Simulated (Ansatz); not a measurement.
# ClH₃Si···H₂O: what the fields show

Input file:

```
crystal:
  periodic: [false, false, false]
  atoms:
    - { symbol: Si, position_ang: [-0.138458, -0.21065, -0.108998] }
    - { symbol: H, position_ang: [-0.155122, -0.193692, 1.361307] }
    - { symbol: Cl, position_ang: [1.826251, -0.45662, -0.73643] }
    - { symbol: H, position_ang: [-0.715849, 1.014774, -0.700086] }
    - { symbol: H, position_ang: [-0.877478, -1.409708, -0.58221] }
    - { symbol: O, position_ang: [1.097201, 1.915919, 1.393621] }
    - { symbol: H, position_ang: [1.99645, 1.811321, 1.051675] }
    - { symbol: H, position_ang: [0.984706, 1.147356, 1.997121] }
basis:
  gaussian: { orbitals: "6-31G*" }
hamiltonian:
  xc: pbe0
  dispersion: d4
relax:
  f_tol: 0.03
  max_steps: 50
output:
  orbitals: {}
```

Run with:

```sh
ansatz run input.yaml --threads 1 --pin off --max-ram 2048MiB --backend cpu --events-out ev --progress --plain --runs-dir out
```

The fields are those of the run's last geometry, not of the input's.

Computed with RKS PBE0-D4/6-31G* in Ansatz 0.2.0.

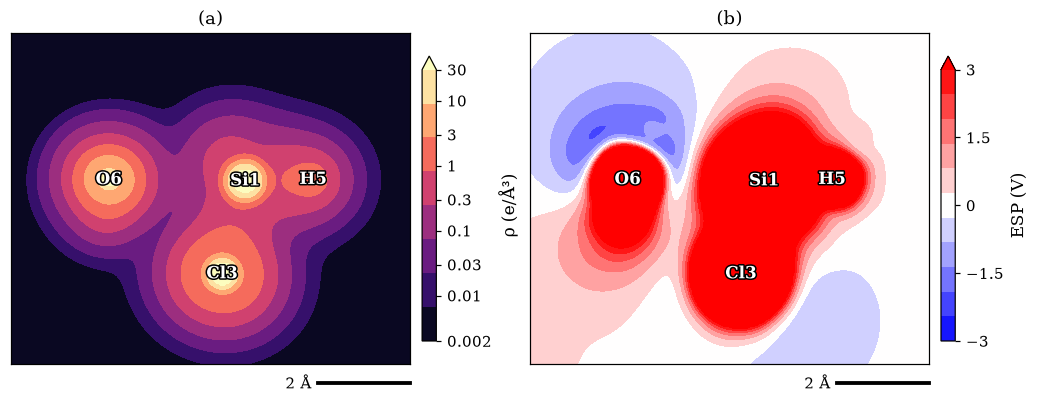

Figure 1. (a) total electron density; (b) molecular electrostatic potential on the plane of atoms Cl3, Si1 and H5.

What does the map show?

- The plane passes through Si, Cl, H and O nuclei.
- Si1···O6 (2.96 Å): the density falls to about 0.09 e/Å³ on the way.
- Si–Cl (2.08 Å): ρ at the midpoint is about 0.84 e/Å³.
- Si–H (1.49 Å): the density is about 0.79 e/Å³ at the midpoint.
- Outside the dense part of the complex the potential is most negative (−2.0 V) near O6.

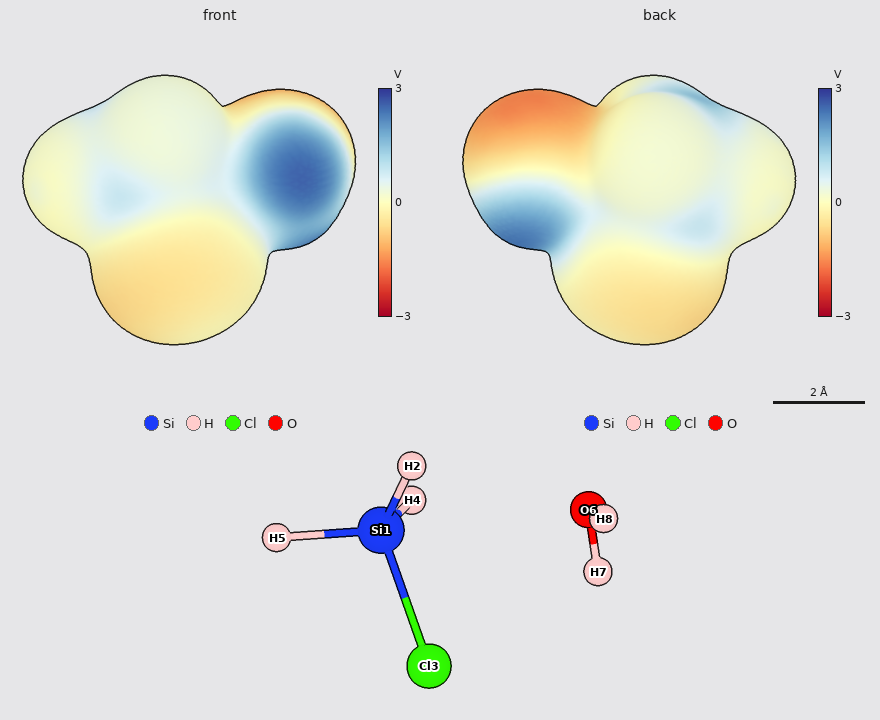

Figure 2. The molecular electrostatic potential painted on the density surface at 0.002 e/bohr³, seen from the front and from behind; red is negative and blue positive. The bare structure is drawn below in the same view.

Which sites attract a positive test charge, and which a negative one?

A positive charge is drawn to the negative regions and a negative charge to the positive ones. The most negative region (about −1.6 V) lies over O6, the most positive (about +2.5 V) over H8. O6 is the likeliest acceptor of a hydrogen bond.

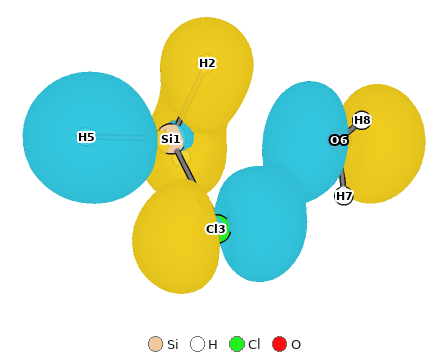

Figure 3. The HOMO−1 at ±0.08 Å⁻³ᐟ² (yellow and cyan are the two phases), seen at a tilt.

Describe this orbital and give its energy.

It lies mainly on O6 (about 35 %), Cl3 (about 20 %), Si1 (about 15 %) and H5 (about 15 %). Its energy is −8.82 eV.
